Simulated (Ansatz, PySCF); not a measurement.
Bond stretch in SMILES F[SiH3] (H₃FSi). The Si1–F5 bond (Si1 also carries H, H, H; F5 carries nothing else) is pulled apart rigidly from the PBE0/def2-TZVP optimised geometry.

```
5

Si     0.0000     0.0000     0.0000
H     -1.2181    -0.7033    -0.4659
H      1.2180    -0.7032    -0.4664
H      0.0000     1.4066    -0.4656
F      0.0000     0.0000     1.5999
```

- RKS-B3LYP = restricted B3LYP/cc-pVTZ (Ansatz, a quantum-chemistry and plane-wave program)
- UKS-B3LYP/6-31G* = unrestricted B3LYP/6-31G*, spherical d (PySCF)
- RMP2 = MP2 on RHF/cc-pVTZ, frozen core (Ansatz)
- UHF/cc-pVTZ (Ansatz)
- UMP2/3-21G = PySCF with unrestricted MP2 (frozen core)/3-21G

Energies are in kJ/mol, each relative to the lowest point of its own curve near equilibrium.

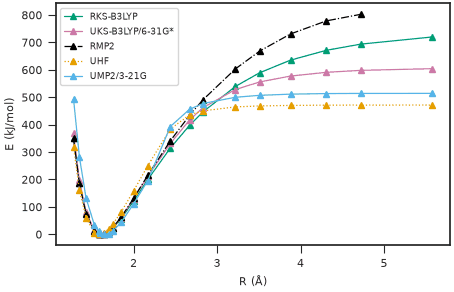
Energy against bond length for each method.

```
R / Å  RKS-B3LYP  UKS-B3LYP/6-31G*   RMP2    UHF  UMP2/3-21G
-----  ---------  ----------------  -----  -----  ----------
1.28       350.7             368.7  350.8  319.5       494.0
1.35       186.5             198.1  185.5  161.9       283.4
1.43        76.1              81.8   74.7   59.4       132.1
1.53        12.8              14.0   11.9    6.1        34.0
1.58         1.7               1.9    1.4    0.0        11.2
1.60         0.0               0.0    0.0    0.3         5.7
1.64         0.6               0.5    1.2    4.9         0.0
1.70         9.3               9.6   11.1   19.4         2.1
1.75        22.0              23.0   24.8   36.8        11.3
1.85        57.0              60.3   62.3   81.0        43.7
2.00       122.0             129.3  131.6  158.9       111.3
2.17       200.0             211.4  215.4  250.4       196.2
2.44       314.8             331.4  341.0  384.1       393.3
2.67       397.5             417.0  434.0  435.6       456.3
2.83       446.4             461.9  490.6  450.3       477.1
3.22       539.6             528.2  603.7  464.8       500.0
3.51       589.5             555.9  668.4  468.4       507.1
3.88       635.5             577.3  731.1  470.3       511.4
4.31       671.4             591.1  778.8  471.2       513.5
4.72       693.8             598.2  802.6  471.5       514.0
5.58       720.1             604.4      —  471.7       514.2
```

At the longest distance, 5.58 Å, RKS-B3LYP lies highest above its minimum (720.1 kJ/mol) and UHF lowest (471.7 kJ/mol).

Dashes: no converged value, or the column stops at the first point that the program doubted or that broke a chosen test of continuity, which isn't proof of a fault.

The restricted form behind RKS-B3LYP, RMP2 keeps the bonding electrons paired and can't separate into open-shell fragments. The unrestricted determinant behind UKS-B3LYP/6-31G* is spin-contaminated at 2.67 to 5.58 Å (<S²> up to 0.9, against 0.00 for a pure singlet). The T1 diagnostic of CCSD on the restricted reference of RMP2 exceeds 0.045 at 2.83 to 5.58 Å. The unrestricted determinant behind UHF, UMP2/3-21G is spin-contaminated at 2.44 to 5.58 Å (<S²> up to 1.0, against 0.00 for a pure singlet).
